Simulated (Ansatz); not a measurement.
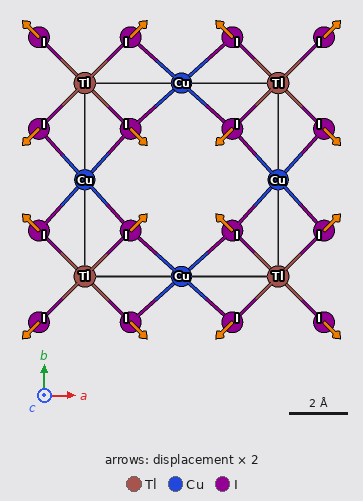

This is a relaxation of crystalline TlCu$_{3}$I$_{4}$ (built on the VCu3S4-215 type type). The starting structure is drawn; orange arrows show the displacements (the part carried along by the change of the cell is left out), magnified 2 times.

Style: ball-and-stick. Shown: the cell of the calculation, along the c axis.

The calculation used DFT, PBEsol, plane waves, PAW (Ansatz 0.2.0). (plane-wave cutoff 420 eV; k-point mesh 4 × 4 × 4; occupations fermi dirac; smearing width 0.03 eV; no spin polarisation; cell and atoms relaxed; force threshold 0.01 eV/Å; at most 120 steps)

Q: Atoms of which element are displaced furthest, and by how much?

A: Iodine: up to 0.52 Å, against 0.00 Å for copper.

Q: What happened in the run?

A: The largest moves relative to the cell, 0.52 Å, are those of I atoms. Cu and Tl stay in place. Cell: a = b = c 6.767 → 6.079 Å (−10.2 %). Volume −27.5 %. Some distances before and after: I–Tl 2.779 → 3.017 Å, Cu–I 2.883 → 2.784 Å. Bond angles that change, for instance: I–Cu–I 103.8° → 124.4°, Cu–I–Cu 112.2° → 101.1°, Tl–I–Cu 73.4° → 63.0°. The space group stays P-43m (No. 215). After 7 accepted moves (9 points after the start) the energy has fallen by 2.631 eV per cell of the calculation. The largest force component goes from 1.2 to 0.0018 eV/Å. Pressure: 0.53 GPa at the start and 0.01 GPa at the end. At 2 points the geometry stayed and the basis and grid were re-selected for the new cell (energy shift of 14.5 meV per cell of the calculation at most each time).
